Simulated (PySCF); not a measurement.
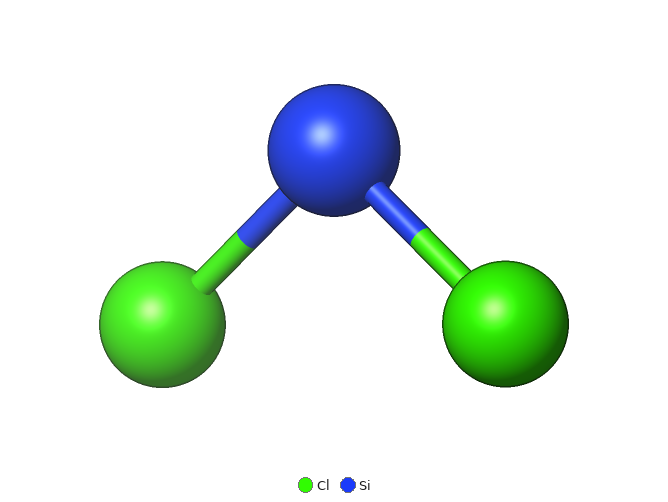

The geometry was computed by an optimisation with PBE0-D3(BJ)/def2-SVP. No frequency run is at hand to confirm it as a minimum.

Give the structural formula.

SMILES: Cl[Si]Cl

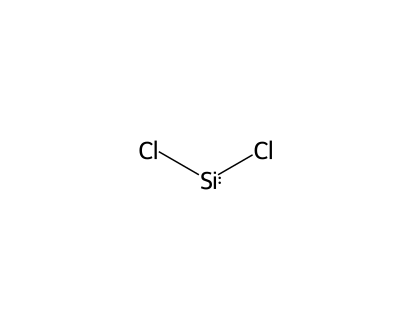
